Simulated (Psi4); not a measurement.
**A workflow on CH6GeSe (SMILES C[Se][GeH3])**

Aim: a series of 10 runs (PBE-D4/def2-SVP, PBE0-D4/def2-TZVP, PBE-D4/def2-TZVPP, r2SCAN-D4/def2-TZVPP, B3LYP-D4/def2-TZVPP, PBE0-D4/def2-TZVPP, wB97M-V/def2-TZVPP, CCSD(T)/def2-TZVPP, and more) of CH6GeSe. Input form: a Python script.

Program for the calculation: Psi4 1.11.

### 1 The structure to begin with

CH6GeSe: 9 atoms, total charge 0, spin state singlet. SMILES: `C[Se][GeH3]`. The shape comes from GFN2-xTB, rattled, which is rough for such elements, and wasn't checked as a minimum. The run starts from this shape.

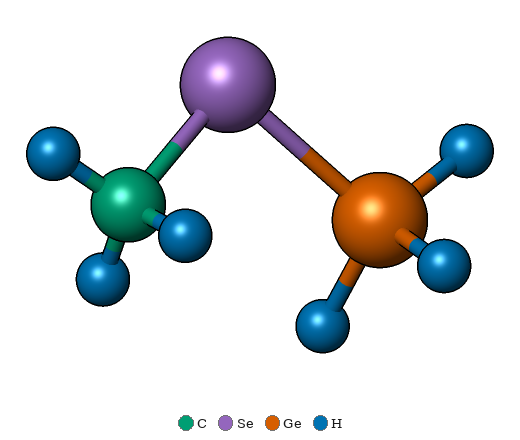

The structure, seen from a chosen angle (carbon teal, selenium purple, germanium orange, hydrogen blue).

### 2 A structure relaxation at PBE-D4/def2-SVP (density fitting) (run 1)

job.py

```python
import psi4

psi4.set_memory('4400 MB')
psi4.set_num_threads(2)
psi4.set_output_file('ch6gese.out', False)

molecule = psi4.geometry("""
C     -0.895098     1.040753    -0.872537
Se     1.050432     0.624218    -0.816719
Ge     0.910675    -1.014562     0.828725
H     -1.474586     0.179647    -1.086537
H     -0.987038     1.817723    -1.597161
H     -1.150385     1.435048     0.126533
H      2.287539    -1.557003     1.015812
H     -0.072301    -2.083214     0.378242
H      0.434694    -0.414504     2.103464
symmetry c1
""")

options = {'reference': 'rks', 'scf_type': 'df', 'geom_maxiter': 60, 'max_force_g_convergence': 0.0005}
psi4.set_options(options)

e_tot, wfn = psi4.optimize('pbe-d4/def2-SVP', molecule=molecule, return_wfn=True)
print(f'total energy {e_tot:.8f} hartree = {e_tot * 27.211386:.5f} eV')
print(molecule.to_string(dtype='xyz', units='Angstrom'))
```

On the command line:

```
$ python job.py
```

ch6gese.out:

```text
[...]
  Running in c1 symmetry.
[...]
  Nuclear repulsion =  434.078277559002515
[...]
  Multiplicity = 1
[...]
  Nalpha       = 39
  Nbeta        = 39
[...]
    Number of basis functions: 108
[...]
   @DF-RKS iter   1: -4516.70103076005216   -3.28347e+00   2.93383e-02 DIIS/ADIIS
[...]
   @DF-RKS iter   8: -4518.95952065102119   -6.36646e-12   5.57737e-09 DIIS
[...]
  @DF-RKS Final Energy: -4518.95952065102119
   => Energetics <=
    Nuclear Repulsion Energy =            427.3884556358450482
    One-Electron Energy =               -7145.0987635963483626
    Two-Electron Energy =                2371.7952332840395684
    DFT Exchange-Correlation Energy =    -173.0377668831459061
    Empirical Dispersion Energy =          -0.0066790914111326
    VV10 Nonlocal Energy =                  0.0000000000000000
    Total Energy =                      -4518.9595206510211938
[...]
 Multipole Moments:
 ------------------------------------------------------------------------------------
     Multipole            Electronic (a.u.)      Nuclear  (a.u.)        Total (a.u.)
 ------------------------------------------------------------------------------------
 L = 1.  Multiply by 2.5417464519 to convert [e a0] to [Debye]
 Dipole X            :          8.6290215           -9.0930838           -0.4640623
 Dipole Y            :         -0.7990858            0.7643670           -0.0347188
 Dipole Z            :         -1.1087733            1.2455184            0.1367451
 Magnitude           :                                                    0.4850345
[...]
  -Total Gradient:
     Atom            X                  Y                   Z
    ------   -----------------  -----------------  -----------------
       1       -0.000335671343     0.000041784745     0.000187432574
       2        0.000157861576     0.000013682850    -0.000108395478
       3       -0.000007240036    -0.000039304843    -0.000006069244
       4        0.000118723007    -0.000053858874    -0.000064360961
       5        0.000042919574    -0.000007304854    -0.000030727132
       6        0.000058155210     0.000009141307    -0.000061450277
       7       -0.000016151605    -0.000000860161     0.000053053213
       8       -0.000040408971     0.000070614852    -0.000012606561
       9        0.000043788165    -0.000051538629     0.000054608791
[...]
```

Standard output:

```text
Optimizer: Optimization complete!
total energy -4518.95952065 hartree = -122967.15183 eV
9
0 1 CGeH6Se
C                    -1.694255731642     1.152371562757    -0.773857173285
Se                    0.231695128630     0.708232880872    -0.758906919321
Ge                    0.104593747320    -0.950280832588     0.925996920706
H                    -2.297440553332     0.266217046795    -1.046662283842
H                    -1.825779065561     1.934070355255    -1.545388531921
H                    -2.014273966027     1.550911225396     0.206936764571
H                     1.535362037310    -1.519563306297     1.092341232701
H                    -0.880694740904    -2.074128382706     0.498310897630
H                    -0.388126324843    -0.338182018250     2.267638724728
```

Wall time 26 s (2 threads of AMD EPYC 7R43 (Zen 3), shared host); peak memory 0.79 GiB.

Step by step:

```
step  energy from the first frame kept (eV)  largest force (eV/Å)
   0                                 0.0000                2.2692
   1                                -0.1707                0.4579
   2                                -0.1757                0.1369
   3                                -0.1764                0.0199
```

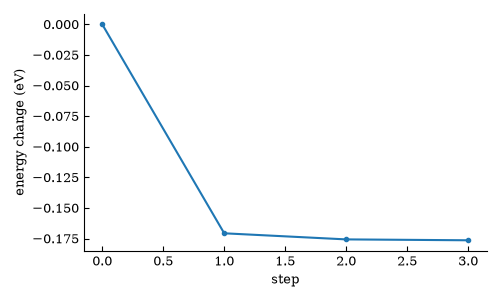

Energy along the run.

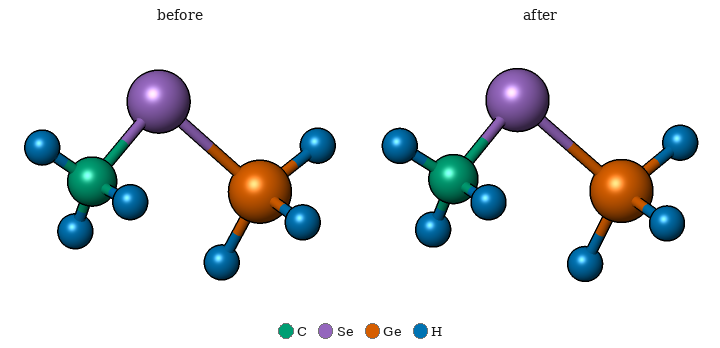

Before and after, at one scale.

After the run. Bond lengths: C1–Se2 1.977 Å, Se2–Ge3 2.368 Å, C1–H4 1.106 Å, C1–H5 1.106 Å, C1–H6 1.106 Å, Ge3–H7 1.549 Å, Ge3–H8 1.555 Å, Ge3–H9 1.555 Å. Some angles: C1–Se2–Ge3 96.3°, Se2–C1–H4 110.7°, Se2–C1–H5 106.3°, Se2–C1–H6 110.9°, Se2–Ge3–H7 106.5°, Se2–Ge3–H8 110.2°, Se2–Ge3–H9 110.8°, H4–C1–H5 109.2°, H4–C1–H6 110.5°, H5–C1–H6 109.2°.

### 3 A structure relaxation at PBE0-D4/def2-TZVP (density fitting) (run 2)

job.py

```python
import psi4

psi4.set_memory('4400 MB')
psi4.set_num_threads(2)
psi4.set_output_file('run.log', False)

molecule = psi4.geometry("""
0 1
C     -0.882349     1.075283    -0.852583
Se     1.043602     0.631144    -0.837633
Ge     0.916500    -1.027370     0.847271
H     -1.485534     0.189128    -1.125388
H     -1.013873     1.856981    -1.624114
H     -1.202367     1.473822     0.128211
H      2.347269    -1.596652     1.013615
H     -0.068788    -2.151217     0.419585
H      0.423780    -0.415271     2.188913
units angstrom
symmetry c1
""")

psi4.set_options({
    'basis': 'def2-TZVP',
    'scf_type': 'df',
    'geom_maxiter': 50,
    'max_force_g_convergence': 0.0002,
})

energy_value, wavefunction = psi4.optimize('PBE0-D4', molecule=molecule, return_wfn=True)
print(f'PBE0-D4 energy: {energy_value:.10f} Eh')
print(molecule.to_string(dtype='xyz', units='Angstrom'))
```

On the command line:

```
$ python job.py
```

run.log:

```text
[...]
  Running in c1 symmetry.
[...]
  Nuclear repulsion =  427.388415313683424
[...]
  Multiplicity = 1
[...]
  Nalpha       = 39
  Nbeta        = 39
[...]
    Number of basis functions: 163
[...]
    Final optimized geometry and variables:
    Molecular point group: c1
    Full point group: C1
    Geometry (in Angstrom), charge = 0, multiplicity = 1:
    C           -1.677665648220     1.151761899885    -0.760838042750
    SE           0.225246191684     0.698100679145    -0.754472353823
    GE           0.107770843904    -0.939978887288     0.918908232862
    H           -2.275114523651     0.280527720140    -1.022419742180
    H           -1.807511072556     1.920853379672    -1.520453245032
    H           -1.978411854935     1.545834506519     0.207987389116
    H            1.527382942439    -1.492580092950     1.098170082222
    H           -0.857857536579    -2.058829377815     0.488915607282
    H           -0.398632009989    -0.321397899263     2.234252367570
```

Standard output:

```text
Optimizer: Optimization complete!
PBE0-D4 energy: -4519.7064937060 Eh
9
0 1 CGeH6Se
C                    -1.677665648220     1.151761899885    -0.760838042750
Se                    0.225246191684     0.698100679145    -0.754472353823
Ge                    0.107770843904    -0.939978887288     0.918908232862
H                    -2.275114523651     0.280527720140    -1.022419742180
H                    -1.807511072556     1.920853379672    -1.520453245032
H                    -1.978411854935     1.545834506519     0.207987389116
H                     1.527382942439    -1.492580092950     1.098170082222
H                    -0.857857536579    -2.058829377815     0.488915607282
H                    -0.398632009989    -0.321397899263     2.234252367570
```

It took 61 s on 2 threads of AMD EPYC 7R43 (Zen 3), shared host; peak memory 1.3 GiB.

The path in brief:

```
step  energy from the first frame kept (eV)  largest force (eV/Å)
   0                                 0.0000                0.5828
   1                                -0.0290                0.0474
   2                                -0.0292                0.0153
   3                                -0.0204                0.1654
   4                                -0.0280                0.0125
   5                                -0.0294                0.0046
```

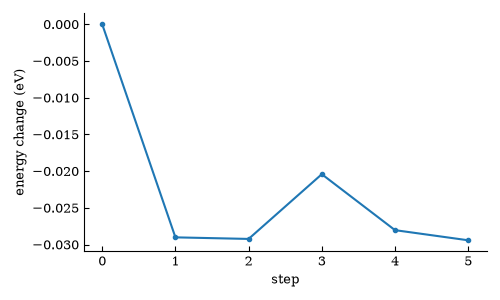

Energy along the run.

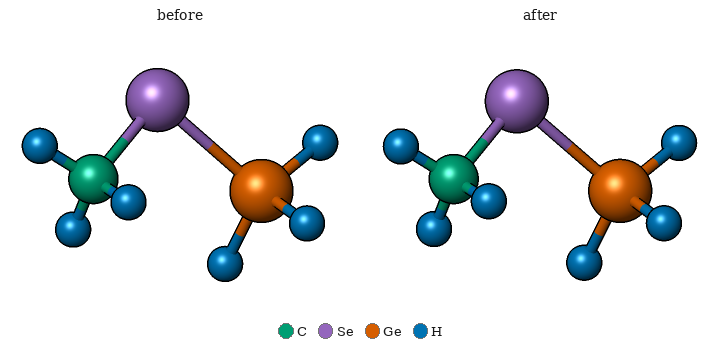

Before and after, at one scale.

After the run. Bond lengths: C1–Se2 1.956 Å, Se2–Ge3 2.345 Å, C1–H4 1.088 Å, C1–H5 1.089 Å, C1–H6 1.088 Å, Ge3–H7 1.534 Å, Ge3–H8 1.539 Å, Ge3–H9 1.539 Å. Some angles: C1–Se2–Ge3 96.6°, Se2–C1–H4 110.4°, Se2–C1–H5 106.4°, Se2–C1–H6 110.5°, Se2–Ge3–H7 106.8°, Se2–Ge3–H8 109.9°, Se2–Ge3–H9 110.2°, H4–C1–H5 109.4°, H4–C1–H6 110.6°, H5–C1–H6 109.4°.

Runs 3 to 6 aren't shown in full; the table further down has their settings and results.

### 4 Energy and one-electron properties at PBE0-D4/def2-TZVPP (density fitting) (run 7)

ch6gese.xyz

```xyz
9
CH6GeSe
C     -0.865759     1.074673    -0.839564
Se     1.037153     0.621012    -0.833198
Ge     0.919677    -1.017068     0.840182
H     -1.463208     0.203439    -1.101146
H     -0.995604     1.843764    -1.599179
H     -1.166505     1.468746     0.129261
H      2.339290    -1.569669     1.019444
H     -0.045951    -2.135918     0.410190
H      0.413275    -0.398487     2.155526
```

calc.py

```python
import psi4

psi4.set_memory(4400000000)
psi4.set_num_threads(2)
psi4.set_output_file('output.dat', False)

with open('ch6gese.xyz') as f:
    atoms = ''.join(f.readlines()[2:])
geom = psi4.geometry('0 1\n' + atoms + 'symmetry c1')

psi4.set_options({
    'basis': 'def2-TZVPP',
    'reference': 'rks',
    'scf_type': 'df',
    'dft_radial_points': 99,
    'dft_spherical_points': 590,
})

e_tot, wfn = psi4.energy('pbe0-d4', return_wfn=True)
psi4.oeprop(wfn, 'DIPOLE', 'MULLIKEN_CHARGES', 'LOWDIN_CHARGES', 'WIBERG_LOWDIN_INDICES')
print(f'total energy {e_tot:.8f} hartree = {e_tot * 27.211386:.5f} eV')
for k, v in sorted(psi4.core.scalar_variables().items()):
    print(f'{k:45s} {v:18.10f}')
```

On the command line:

```
$ python calc.py
```

output.dat:

```text
[...]
  Running in c1 symmetry.
[...]
  Nuclear repulsion =  431.700005784785731
[...]
  Multiplicity = 1
[...]
  Nalpha       = 39
  Nbeta        = 39
[...]
    Number of basis functions: 211
[...]
   @DF-RKS iter   1: -4517.37694463615753   -3.60996e+00   1.77002e-02 ADIIS/DIIS
[...]
   @DF-RKS iter  10: -4519.70823060540897   -3.31074e-08   7.09247e-08 DIIS
[...]
  @DF-RKS Final Energy: -4519.70823060540897
   => Energetics <=
    Nuclear Repulsion Energy =            431.7000057847857306
    One-Electron Energy =               -7155.5018599769909997
    Two-Electron Energy =                2334.8553330837930844
    DFT Exchange-Correlation Energy =    -130.7560142040159405
    Empirical Dispersion Energy =          -0.0056952929806301
    VV10 Nonlocal Energy =                  0.0000000000000000
    Total Energy =                      -4519.7082306054089713
[...]
 Multipole Moments:
 ------------------------------------------------------------------------------------
     Multipole            Electronic (a.u.)      Nuclear  (a.u.)        Total (a.u.)
 ------------------------------------------------------------------------------------
 L = 1.  Multiply by 2.5417464519 to convert [e a0] to [Debye]
 Dipole X            :          8.4650116           -8.9744972           -0.5094856
 Dipole Y            :         -0.8874862            0.8335171           -0.0539691
 Dipole Z            :         -1.0998936            1.2744822            0.1745887
 Magnitude           :                                                    0.5412665
[...]
  Mulliken Charges: (a.u.)
   Center  Symbol    Alpha    Beta     Spin     Total
       1     C     3.18256  3.18256  0.00000 -0.36512
       2    SE    17.09375 17.09375  0.00000 -0.18751
       3    GE    15.91277 15.91277  0.00000  0.17447
       4     H     0.43085  0.43085  0.00000  0.13829
       5     H     0.43361  0.43361  0.00000  0.13278
       6     H     0.43080  0.43080  0.00000  0.13841
       7     H     0.50113  0.50113  0.00000 -0.00227
       8     H     0.50723  0.50723  0.00000 -0.01445
       9     H     0.50730  0.50730  0.00000 -0.01460
   Total alpha = 39.00000, Total beta = 39.00000, Total charge =  0.00000
[...]
```

The script printed:

```text
total energy -4519.70823061 hartree = -122987.52527 eV
CURRENT ENERGY                                  -4519.7082306054
CURRENT REFERENCE ENERGY                        -4519.7082306054
DD SOLVATION ENERGY                                 0.0000000000
DFT FUNCTIONAL TOTAL ENERGY                     -4519.7025353124
DFT TOTAL ENERGY                                -4519.7082306054
DFT VV10 ENERGY                                     0.0000000000
DFT XC ENERGY                                    -130.7560142040
DISPERSION CORRECTION ENERGY                       -0.0056952930
GRID ELECTRONS ALPHA                               39.0000011780
GRID ELECTRONS BETA                                39.0000011780
GRID ELECTRONS TOTAL                               78.0000023561
NUCLEAR REPULSION ENERGY                          431.7000057848
ONE-ELECTRON ENERGY                             -7155.5018599770
PBE0-D4(BJ,EEQ)ATM DISPERSION CORRECTION ENERGY      -0.0056952930
PCM POLARIZATION ENERGY                             0.0000000000
PE ENERGY                                           0.0000000000
SCF ITERATION ENERGY                            -4519.7082306054
SCF ITERATIONS                                     10.0000000000
SCF TOTAL ENERGY                                -4519.7082306054
TWO-ELECTRON ENERGY                              2334.8553330838
XC GRID RADIAL POINTS                              99.0000000000
XC GRID SPHERICAL POINTS                          590.0000000000
XC GRID TOTAL POINTS                           495208.0000000000
```

Run time: 26 s. Hardware: 2 threads of AMD EPYC 7R43 (Zen 3), shared host; peak memory 2.6 GiB.

Atomic charges (e):

```
atom  Löwdin  Mulliken
  C1  -0.193    -0.365
 Se2  +0.255    -0.188
 Ge3  +0.370    +0.174
  H4  -0.008    +0.138
  H5  -0.002    +0.133
  H6  -0.008    +0.138
  H7  -0.135    -0.002
  H8  -0.140    -0.014
  H9  -0.140    -0.015
```

Runs 8 to 9 aren't shown in full; the table further down has their settings and results.

### 5 The energy at MP2/def2-QZVPP (density fitting, density fitting for correlation) (run 10)

run.py

```python
import psi4

psi4.set_memory(4400000000)
psi4.set_num_threads(2)
psi4.core.set_output_file('output.dat', False)

geom = psi4.geometry("""
0 1
C
Se 1 1.956252
Ge 2 2.344634 1 96.63845
H 1 1.08831 2 110.43446 3 -60.69238
H 1 1.08875 4 109.41046 2 116.77344
H 1 1.088285 4 110.61852 5 120.6027
H 3 1.533885 2 106.78226 1 178.89668
H 3 1.539206 7 110.57241 2 119.49818
H 3 1.539226 7 110.45063 8 120.65218
symmetry c1
""")

psi4.set_options({
    'basis': 'def2-QZVPP',
    'scf_type': 'df',
    'num_frozen_docc': 19,
})

E = psi4.energy("mp2")
print('E =', round(E, 9))
```

On the command line:

```
$ python run.py
```

output.dat:

```text
[...]
  Running in c1 symmetry.
[...]
  Nuclear repulsion =  431.699982731593138
[...]
  Multiplicity = 1
[...]
  Nalpha       = 39
  Nbeta        = 39
[...]
    Number of basis functions: 415
[...]
   @DF-RHF iter   1: -4514.72628881842866   -5.23733e+00   9.46277e-03 ADIIS/DIIS
[...]
   @DF-RHF iter  12: -4516.69454075740396   -1.21872e-10   5.57011e-09 DIIS
[...]
    Orbital Energies [Eh]
    ---------------------
    Doubly Occupied:
       1A   -460.817397     2A   -405.242994     3A    -60.619745
       4A    -54.220824     5A    -54.220427     6A    -54.219743
       7A    -52.149583     8A    -46.237427     9A    -46.236849
      10A    -46.236818    11A    -11.258085    12A     -8.884285
      13A     -7.193501    14A     -6.617956    15A     -6.615799
      16A     -6.612189    17A     -5.169621    18A     -5.168383
      19A     -5.168166    20A     -2.608468    21A     -2.607496
      22A     -2.602286    23A     -2.599405    24A     -2.598716
      25A     -1.644778    26A     -1.644308    27A     -1.644009
      28A     -1.640469    29A     -1.640160    30A     -1.000962
      31A     -0.841078    32A     -0.708951    33A     -0.590627
      34A     -0.588861    35A     -0.495101    36A     -0.483254
[...]
  @DF-RHF Final Energy: -4516.69454075740396
   => Energetics <=
    Nuclear Repulsion Energy =            431.6999827315931384
    One-Electron Energy =               -7156.7699293350260632
    Two-Electron Energy =                2208.3754058460285705
    Total Energy =                      -4516.6945407574039564
[...]
 Multipole Moments:
 ------------------------------------------------------------------------------------
     Multipole            Electronic (a.u.)      Nuclear  (a.u.)        Total (a.u.)
 ------------------------------------------------------------------------------------
 L = 1.  Multiply by 2.5417464519 to convert [e a0] to [Debye]
 Dipole X            :         -0.0055737            0.0052562           -0.0003175
 Dipole Y            :          1.4987325           -1.8201955           -0.3214630
 Dipole Z            :          8.3989403           -8.9189408           -0.5200005
 Magnitude           :                                                    0.6113420
[...]
```

On the terminal:

```text
E = -4517.991222792
```

It took 26 s on 2 threads of AMD EPYC 7R43 (Zen 3), shared host; peak memory 1.9 GiB.

### 6 All runs side by side

```
run                                                                  level  geom maxiter  max force g convergence   energy (Eh)  dipole moment (D)  HOMO energy (eV)  LUMO energy (eV)  wall time
  1                                      PBE-D4/def2-SVP (density fitting)            60                   0.0005  -4518.959521               1.23             -5.21             -0.91       26 s
  2                                    PBE0-D4/def2-TZVP (density fitting)            50                   0.0002  -4519.706494               1.38             -6.47             -0.18       61 s
  3                                    PBE0-D4/def2-TZVP (density fitting)             –                        –  -4519.706494               1.38                 –                 –     11 min
  4                                    PBE-D4/def2-TZVPP (density fitting)             –                        –  -4519.565032               1.29             -5.34             -1.04       26 s
  5                                 r2SCAN-D4/def2-TZVPP (density fitting)             –                        –  -4520.254672               1.40             -5.59             -0.77       76 s
  6                                  B3LYP-D4/def2-TZVPP (density fitting)             –                        –  -4520.401615               1.32             -6.25             -0.45       28 s
  7                                   PBE0-D4/def2-TZVPP (density fitting)             –                        –  -4519.708231               1.38             -6.47             -0.19       26 s
  8                                   wB97M-V/def2-TZVPP (density fitting)             –                        –  -4520.011070               1.33             -8.69              1.55       70 s
  9  CCSD(T)/def2-TZVPP (density fitting, density fitting for correlation)             –                        –  -4517.379678                  –             -9.03              2.92     19 min
 10      MP2/def2-QZVPP (density fitting, density fitting for correlation)             –                        –  -4517.991223                  –             -9.03              2.42       26 s
```

### 7 Outcome

| quantity | value |
| --- | --- |
| run 10, MP2/def2-QZVPP: total energy | -4517.99122 Eh |
| run 10, MP2/def2-QZVPP: HOMO energy (Hartree–Fock orbitals) | -9.03 eV |
| run 10, MP2/def2-QZVPP: LUMO energy (Hartree–Fock orbitals) | 2.42 eV |
| run 10, MP2/def2-QZVPP: HOMO–LUMO gap (Hartree–Fock orbitals) | 11.45 eV |
| run 10, MP2/def2-QZVPP: correlation energy (19 core orbitals frozen) | -1296.7 mEh |

In words: Over runs 3, 4, 5, 6, 7, 8 the dipole moment (its size) runs from 1.29 D (PBE-D4/def2-TZVPP) to 1.40 D (r2SCAN-D4/def2-TZVPP). Over runs 4, 5, 6, 7, 8 the HOMO–LUMO gap runs from 4.30 eV (PBE-D4/def2-TZVPP) to 10.24 eV (wB97M-V/def2-TZVPP). Totals of different functionals can't be ranked against each other. All runs together took 36 min, the longest 19 min.
